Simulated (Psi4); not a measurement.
**B2PLYP/6-311+G(d,p) (density fitting for correlation) run of AlF3 (SMILES [F][Al]([F])[F])**

What is the energy change on altering one bond length of AlF3 at B2PLYP/6-311+G** (density fitting for correlation)? Input form: an ASE script.

Program for the calculation: Psi4 1.11.

1 further run of the same task is left out (set aside as unsound or not needed).

### 1 The molecule

AlF3 has 4 atoms, charge 0, and is taken as a singlet. As SMILES, `[F][Al]([F])[F]`. The shape comes from GFN2-xTB, which is rough for such elements, and wasn't checked as a minimum.

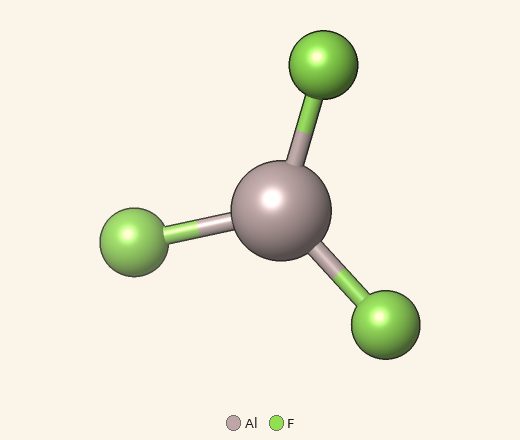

Viewed from a chosen angle; aluminium light grey, fluorine green.

### 2 A single-point energy at B2PLYP/6-311+G(d,p) (density fitting for correlation)

File alf3_ase.py:

```python
import numpy as np
from ase.calculators.psi4 import Psi4
from ase import Atoms

atoms = Atoms(['Al', 'F', 'F', 'F'], positions=[
    [-0.000200, -0.000290, -0.001260],
    [1.630840, -0.027090, 0.013490],
    [-0.791540, 1.425990, -0.016640],
    [-0.839100, -1.398610, 0.004400],
])
calc = Psi4(atoms=atoms, method='b2plyp', basis='6-311+G**', memory='1600MB', num_threads=1, charge=0, multiplicity=1, label='calc')
calc.psi4.set_options({'puream': True, 'e_convergence': 1e-09, 'd_convergence': 1e-08, 'scf_type': 'pk', 'dft_radial_points': 99, 'dft_spherical_points': 590, 'num_frozen_docc': 8})
atoms.calc = calc

print(f'energy: {atoms.get_potential_energy():.6f} eV')
```

On the command line:

```sh
$ python alf3_ase.py
```

calc.dat:

```text
[...]
  Running in c1 symmetry.
[...]
  Nuclear repulsion =  159.395255335653616
[...]
  Multiplicity = 1
[...]
  Nalpha       = 20
  Nbeta        = 20
[...]
    Number of basis functions: 96
[...]
   @RKS iter   1:  -541.56571406402350   -9.25639e-01   8.14465e-03 DIIS/ADIIS
[...]
   @RKS iter  10:  -541.75021389037079   -1.59162e-12   8.73616e-10 DIIS
[...]
    Orbital Energies [Eh]
    ---------------------
    Doubly Occupied:
       1A    -57.137924     2A    -25.355215     3A    -25.355092
       4A    -25.355068     5A     -4.533398     6A     -2.991917
       7A     -2.988765     8A     -2.988756     9A     -1.359083
      10A     -1.346783    11A     -1.346635    12A     -0.615001
      13A     -0.572813    14A     -0.572731    15A     -0.549861
      16A     -0.539587    17A     -0.539523    18A     -0.530620
      19A     -0.530485    20A     -0.512832
[...]
  @RKS Final Energy:  -541.75021389037079
   => Energetics <=
    Nuclear Repulsion Energy =            159.3952553356536157
    One-Electron Energy =               -1073.5979574059920196
    Two-Electron Energy =                 396.4947503962511632
    DFT Exchange-Correlation Energy =     -24.0422622162836319
    Empirical Dispersion Energy =           0.0000000000000000
    VV10 Nonlocal Energy =                  0.0000000000000000
    Total Energy =                       -541.7502138903710147
[...]
 Multipole Moments:
 ------------------------------------------------------------------------------------
     Multipole            Electronic (a.u.)      Nuclear  (a.u.)        Total (a.u.)
 ------------------------------------------------------------------------------------
 L = 1.  Multiply by 2.5417464519 to convert [e a0] to [Debye]
 Dipole X            :         -0.0010561           -0.0000746           -0.0011307
 Dipole Y            :         -0.0014630           -0.0001082           -0.0015713
 Dipole Z            :         -0.0052646           -0.0004692           -0.0057338
 Magnitude           :                                                    0.0060517
[...]
```

Standard output:

```text
energy: -14747.825949 eV
```

Wall time 9.6 s (1 thread of Intel Xeon Platinum 8259CL at 2.50GHz (Skylake/Cascade Lake), shared host); peak memory 0.83 GiB.

### 3 The distorted shape, same level

File alf3.xyz:

```xyz
4
AlF3
Al     0.125650     0.209483    -0.002109
F      1.756690     0.182683     0.012641
F     -0.665690     1.635763    -0.017489
F     -0.839100    -1.398610     0.004400
```

File alf3_ase.py:

```python
import numpy as np
from ase.calculators.psi4 import Psi4
from ase.io import read

a = read('alf3.xyz')
calc = Psi4(atoms=a, method='b2plyp', basis='6-311+G**', memory='1600MB', num_threads=1, charge=0, multiplicity=1, label='calc')
calc.psi4.set_options({'puream': True, 'e_convergence': 1e-09, 'd_convergence': 1e-08, 'scf_type': 'pk', 'dft_radial_points': 99, 'dft_spherical_points': 590, 'num_frozen_docc': 8})
a.calc = calc

print(f'energy: {a.get_potential_energy():.6f} eV')
```

On the command line:

```sh
$ python alf3_ase.py
```

calc.dat:

```text
[...]
  Running in c1 symmetry.
[...]
  Nuclear repulsion =  152.302687555813606
[...]
  Multiplicity = 1
[...]
  Nalpha       = 20
  Nbeta        = 20
[...]
    Number of basis functions: 96
[...]
   @RKS iter   1:  -541.53532448939166   -1.01247e+00   8.16039e-03 DIIS/ADIIS
[...]
   @RKS iter  11:  -541.72829388567709   -1.36424e-12   5.93974e-09 DIIS
[...]
    Orbital Energies [Eh]
    ---------------------
    Doubly Occupied:
       1A    -57.172201     2A    -25.368878     3A    -25.368854
       4A    -25.331172     5A     -4.561414     6A     -3.020740
       7A     -3.017490     8A     -3.015482     9A     -1.368099
      10A     -1.359602    11A     -1.296582    12A     -0.618510
      13A     -0.581239    14A     -0.562529    15A     -0.556572
      16A     -0.542747    17A     -0.536816    18A     -0.521951
      19A     -0.491759    20A     -0.488400
[...]
  @RKS Final Energy:  -541.72829388567709
   => Energetics <=
    Nuclear Repulsion Energy =            152.3026875558136055
    One-Electron Energy =               -1059.2761052310586365
    Two-Electron Energy =                 389.2510828760966888
    DFT Exchange-Correlation Energy =     -24.0059590865287298
    Empirical Dispersion Energy =           0.0000000000000000
    VV10 Nonlocal Energy =                  0.0000000000000000
    Total Energy =                       -541.7282938856770897
[...]
 Multipole Moments:
 ------------------------------------------------------------------------------------
     Multipole            Electronic (a.u.)      Nuclear  (a.u.)        Total (a.u.)
 ------------------------------------------------------------------------------------
 L = 1.  Multiply by 2.5417464519 to convert [e a0] to [Debye]
 Dipole X            :          0.1931752            0.0116651            0.2048403
 Dipole Y            :          0.3222887            0.0194602            0.3417489
 Dipole Z            :         -0.0064600           -0.0005484           -0.0070084
 Magnitude           :                                                    0.3984984
[...]
```

The script printed:

```text
energy: -14747.322510 eV
```

It took 9.6 s on 1 thread of Intel Xeon Platinum 8259CL at 2.50GHz (Skylake/Cascade Lake), shared host; peak memory 0.82 GiB.

### 4 What came out

Level: B2PLYP/6-311+G** (density fitting for correlation), 8 core orbitals frozen.

```
                                                          quantity          value
                                         first shape: total energy  -541.97261 Eh
                    first shape: HOMO energy (SCF part's orbitals)      -13.95 eV
                    first shape: LUMO energy (SCF part's orbitals)       -0.93 eV
                  first shape: HOMO–LUMO gap (SCF part's orbitals)       13.03 eV
                                     distorted shape: total energy  -541.95411 Eh
                distorted shape: HOMO energy (SCF part's orbitals)      -13.29 eV
                distorted shape: LUMO energy (SCF part's orbitals)       -1.41 eV
              distorted shape: HOMO–LUMO gap (SCF part's orbitals)       11.88 eV
energy change with the Al1–F4 bond stretched from 1.631 to 1.875 Å       0.503 eV
```

**Reading.** With the Al1–F4 bond stretched from 1.631 to 1.875 Å the energy rises by 0.50 eV (48.6 kJ/mol). The first shape isn't relaxed at this level, so the change isn't measured from a minimum.
